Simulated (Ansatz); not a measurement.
# NiTe2 monolayer (1T): the cell at rest, part 2 of 2

Wanted: the relaxed cell of NiTe2 monolayer (1T).

Ansatz 0.2.0; DFT PBEsol, scalar-relativistic, plane waves, PAW.

So far. Step 2 (Probe on a coarse mesh): The coarse mesh shows no gap.

### 4. Bringing the structure to rest (continued)

The steps of the relaxation:

| step | energy less that of the first step (eV) | largest force component (eV/Å) | volume (Å³) |
| --- | --- | --- | --- |
| 1 | 0.0000 | 0.1869 | 341.29 |
| 2 | -0.0182 | 0.0101 | 347.94 |
| 3 | -0.0026 | 0.3402 | 368.10 |
| 4 | -0.0255 | 0.0796 | 357.72 |
| 5 | -0.0264 | 0.0144 | 356.10 |
| 6 | -0.0265 | 0.0002 | 356.31 |
| 7* | -0.0271 | 0.0001 | 356.31 |

Relaxation steps marked * repeat the geometry before them on a plane-wave basis chosen anew for their cell, so energy and pressure can jump there. Relaxation step 3 was tried and not accepted.

The run keeps the 12 symmetry operations that it works with, so distortions that break them were not tested.

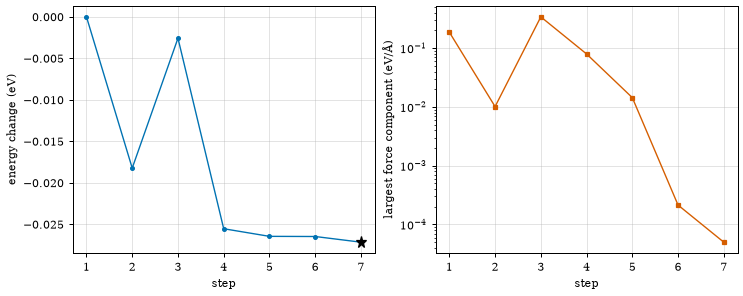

Energy and largest force along the relaxation. Stars mark steps on a basis chosen anew.

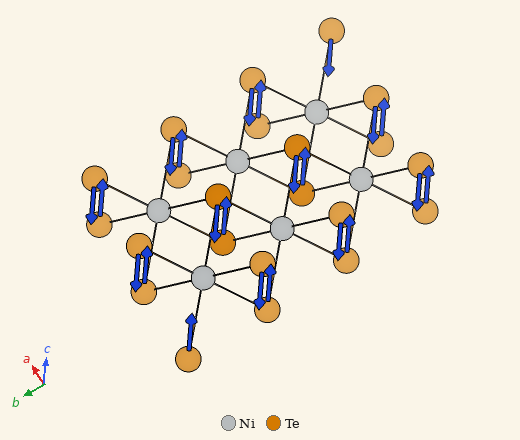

Displacements in the relaxation, exaggerated, measured against the changing cell; the longest in the cell stands for 0.08 Å. 1×2×1 cells are drawn. Some periodic images of atoms are drawn too.

| cell as run | before | after | change |
| --- | --- | --- | --- |
| a (Å) | 3.599 | 3.677 | +2.2 % |
| b (Å) | 3.599 | 3.677 | +2.2 % |

The atoms that moved most (Å, along periodic axes as changes of fractional coordinates times the final cell, across vacuum about the mean position):

| atom | dx | dy | dz | length |
| --- | --- | --- | --- | --- |
| Te3 | 0.000 | 0.000 | 0.077 | 0.077 |
| Te2 | 0.000 | 0.000 | -0.077 | 0.077 |

Final coordinates:

```xyz
3
Lattice="3.6774 0.0000 0.0000 -1.8387 3.1847 0.0000 0.0000 0.0000 30.4240" Properties=species:S:1:pos:R:3
Ni    0.0000    0.0000   10.0000
Te    0.0000    2.1232   11.3853
Te    1.8387    1.0616    8.6147
```

This step gave:

| Property | Result |
| --- | --- |
| area per atom | 3.904 Å² |

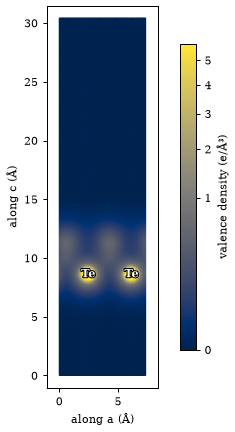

Valence density in the ac plane at fractional y = 0.333, with atoms of Te within 0.2 Å of it. It is the smooth field of the valence electrons, not physical close to the nuclei. The colour scale is stretched toward low values.

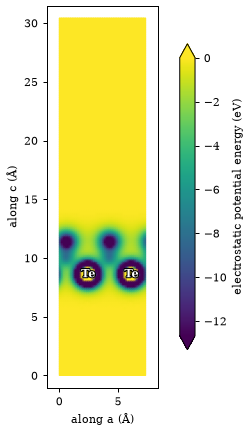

Electrostatic potential energy in the ac plane at fractional y = 0.333, with atoms of Te within 0.2 Å of it. With pseudopotentials it is smooth inside the atoms' cores, unlike the true potential.

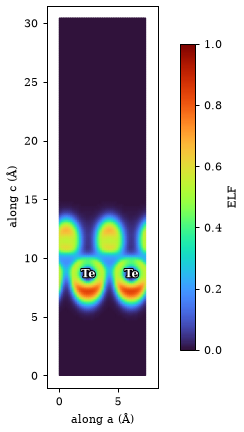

ELF in the ac plane at fractional y = 0.333, with atoms of Te within 0.2 Å of it. It is the smooth field of the valence electrons, not physical close to the nuclei.

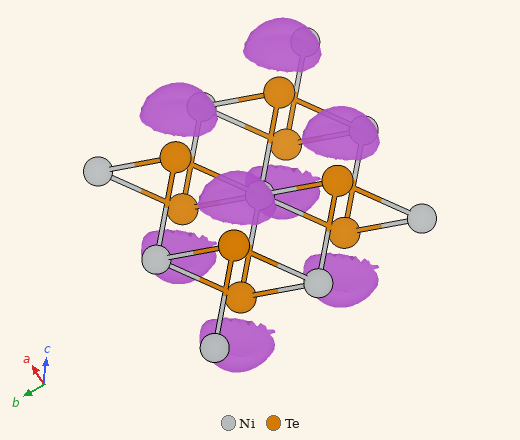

Surface of ELF = 0.76. 2×2×1 cells are drawn.

The relaxation ends with a largest force component of 5.0e-5 eV/Å.

### 5. Relaxing to small forces for the phonons

Phonons need a cell at rest on their own settings, so the relaxation is repeated with tight tolerances on forces and stress, using the mesh and the filling of the phonon run that follows.

File input.yaml:

```yaml
crystal:
  lattice:
    - [3.6774082526, 0.0, 0.0]
    - [-1.8387041263, 3.1847289668, 0.0]
    - [0.0, 0.0, 30.424]
  atoms:
    - { symbol: Ni, position: [0.0, 0.0, 0.328687878] }
    - { symbol: Te, position: [0.3333333333, 0.6666666667, 0.374219933] }
    - { symbol: Te, position: [0.6666666667, 0.3333333333, 0.283155823] }
  periodic: [true, true, false]
kpoints:
  mp_grid: { grid: [15, 15, 1] }
hamiltonian:
  xc: pbesol
scf:
  occupations: { method: methfessel_paxton, width: 0.15 }
output:
  forces: true
  stress: true
  eigenvalues: true
  write_density: true
  write_potential: true
  elf: true
  volumetric_format: npy
relax:
  adjacent_minimum: "off"
  f_tol: 0.001
  max_steps: 60
  cell: { stress_2d_tol: 0.002 }
```

The run is started by

```console
ansatz run input.yaml --threads 8 --pin off --max-ram 14336MiB --backend cpu --events-out ev --progress --plain --runs-dir out
```

Numbers of over 12 decimals in the logs are rounded to 6 here.

The log of the run:

```text
[...]
Crystal: 3 atoms, lattice volume = 356.312 Å³
Basis set: ecut = 420 eV, 6965 PW (Γ), exchange–correlation on 50×50×432 points (8 copies of the dense FFT grid, shifted against one another)
Bands: 30, of which v1, the nominal top of the filled ones, is band 25 counted from 1 (24 counted from 0)
Symmetry: 12 space group operations
[...]
k-points: 27 of 225
[...]
° read free of the cell's end (the report's vacuum.weakly_bound_levels)
--- Relaxed structure (5 steps of the walk, 5 accepted, 1 SCFs on fresh bases) ---
[...]
cell:  # Å, volume = 356.0361 Å³
    - [3.675983, 0.0, 0]
    - [-1.837992, 3.183495, 0]
    - [0, 0, 30.424]
  atoms:
    - { symbol: Ni, position: [0, 0, 0.328687878] }
    - { symbol: Te, position: [0.333333, 0.666667, 0.374256] }
    - { symbol: Te, position: [0.666667, 0.333333, 0.283120] }
[key lines of the parts left out:]
SCF converged after 10 iterations
Free energy (F): -19608.398523 eV
Fermi energy:    -4.531276 eV
P = ½ c Tr σ = -0.0000 N/m
```

It took 22 s on 8 threads of Arm Neoverse V1, shared host; peak memory 1.1 GiB.

Little changed from the start: no atom moved by 0.005 Å and no cell edge by 0.1 %.

This step gave:

* area per atom: 3.901 Å²

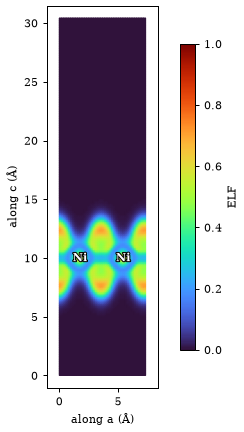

ELF in the ac plane at fractional y = 0.000, with atoms of Ni within 0.2 Å of it. It is the smooth field of the valence electrons, not physical close to the nuclei. The map starts off the cell's origin, so that atoms lie inside it.

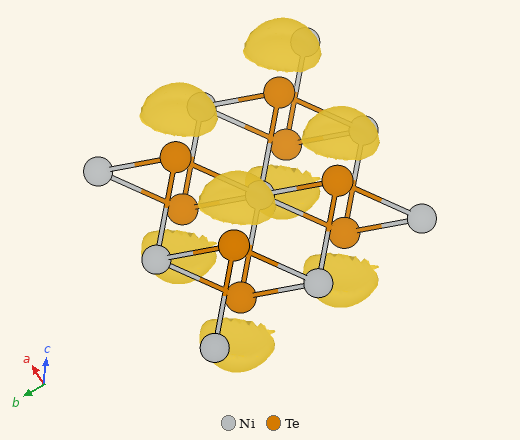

Surface of ELF = 0.76. 2×2×1 cells are drawn.

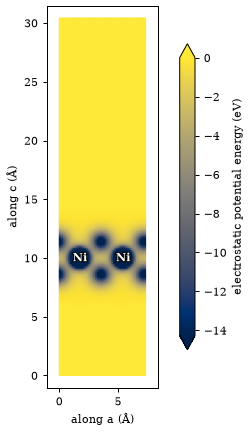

Electrostatic potential energy in the ac plane at fractional y = 0.000, with atoms of Ni within 0.2 Å of it. With pseudopotentials it is smooth inside the atoms' cores, unlike the true potential. The map starts off the cell's origin, so that atoms lie inside it.

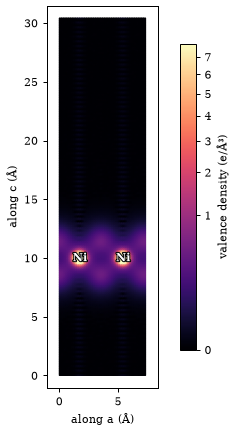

Valence density in the ac plane at fractional y = 0.000, with atoms of Ni within 0.2 Å of it. It is the smooth field of the valence electrons, not physical close to the nuclei. The map starts off the cell's origin, so that atoms lie inside it. The colour scale is stretched toward low values.

The largest force component left is 0.0087 meV/Å, within the tolerances set.

### 6. Summary of results

| Quantity | Value |
| --- | --- |
| space group after relaxation (within 0.01 Å) | P-3m1 |
| lattice constant a | 3.676 Å |
| lattice constant b | 3.676 Å |
| area per atom | 3.90 Å² |

What this shows: The largest force component left is 0.0087 meV/Å, within the tolerances set. The relaxation keeps the symmetry of its start, so it says nothing on stability against lower symmetry. The runs are without spin polarisation, although Ni often carries a moment. Spin-orbit coupling is left out, which can matter for the heavy elements here. The starting cell was built on a prototype and not taken from a measurement.

[Logs are printed without paths, hosts, clocks, repeated set-up lines and the standing remarks that a program may print on its own settings, such as how far it seeks lower states.]

[Hosts, paths, dates, database ids (printed as entryN), source tags and the programs' standing remarks are cut or masked in the printed files.]
